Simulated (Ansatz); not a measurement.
**C2H5N (aziridine): a line through the functionals**

C2H5N: 8 atoms, total charge 0, spin state singlet. As SMILES, `C1CN1`. The coordinates come from a PBE0-D4/def2-TZVP relaxation.

The vertical energy of the triplet above the singlet y, in eV, basis def2-SVPD; a is the functional's share of exact exchange. Programs: Ansatz 0.2.0.

```
functional  program     a  y (eV)
    revPBE   Ansatz     0    6.37
      BLYP   Ansatz     0    6.34
     B3LYP   Ansatz   0.2       ?
      PBE0   Ansatz  0.25    6.57
     BHLYP   Ansatz   0.5    6.71
```

Task: Fit y = c + s·a to the known rows and predict B3LYP.

Result: 
1. Means of the 4 rows: a = 0.1875, y = 6.498.
2. Σ(Δa)² = 0.17188, Σ(Δa·Δy) = 0.12438, so the slope is 0.12438/0.17188 = 0.72364.
3. Intercept: 6.498 − (0.72364) × 0.1875 = 6.362. The largest residual of the fit is 0.027.
4. B3LYP: 6.362 + (0.72364) × 0.2 = 6.51 eV.

The run gave 6.55 eV, so the prediction is off by -0.04 eV, more than the largest residual. The rows mix families of semi-local functionals, which the line can't see.

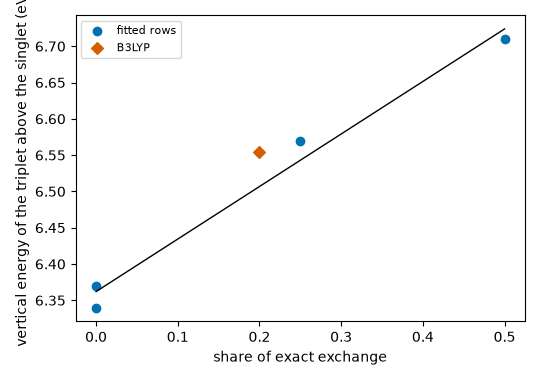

The fitted line, with the withheld row.
